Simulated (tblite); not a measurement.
# C6H11NOSi: the cost of one run

The runs use tblite 0.8.0 and PySCF 2.14.0, with density-fitted response routines of our own; the level of theory stands in each step. All values are computed, except where a source is named. Atoms count from 0, in the outputs and in this text.

**1. The molecule as given**

20 atoms, charge 0, multiplicity 1; geometry from: force field or distance geometry start.

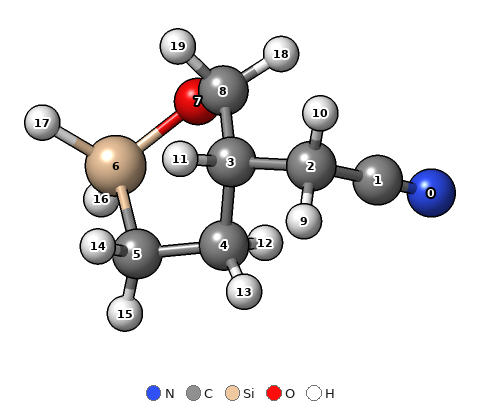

As it starts; nitrogen blue, carbon grey, silicon light orange, oxygen red, hydrogen white, atoms numbered.

**2. Geometry optimisation with GFN2-xTB**

The job: settings as JSON, then the geometry in Å.

```
{"job": {"kind": "relax", "xc": "GFN2-xTB", "basis": "xTB"}, "charge": 0, "multiplicity": 1}
N      2.832600    -1.139200    -1.682100
C      2.474100    -0.448500    -0.841000
C      2.058000     0.399500     0.253600
C      0.526100     0.466600     0.275600
C      0.092900    -0.972600     0.505800
C     -1.353600    -0.930600     0.916200
Si    -2.284700    -0.033500    -0.431300
O     -1.119200     0.598600    -1.512900
C     -0.067600     1.172800    -0.854700
H      2.326900    -0.096800     1.226600
H      2.525800     1.389100     0.249800
H      0.235800     1.026600     1.213600
H      0.168700    -1.468100    -0.497400
H      0.766500    -1.432500     1.232500
H     -1.401800    -0.291700     1.840900
H     -1.766900    -1.932300     1.133200
H     -3.202000    -1.000500    -1.041600
H     -3.043400     1.083400     0.163400
H      0.682600     1.438900    -1.647700
H     -0.455900     2.181300    -0.505300
```

Command:

```bash
OMP_NUM_THREADS=1 python probes_run.py task.json out
```

One launch serves the whole session: the jobs run in the order shown.

**Question.** How long does this first job take on 1 thread of Intel Xeon at 2.50GHz, shared host?

About 2.7 s.
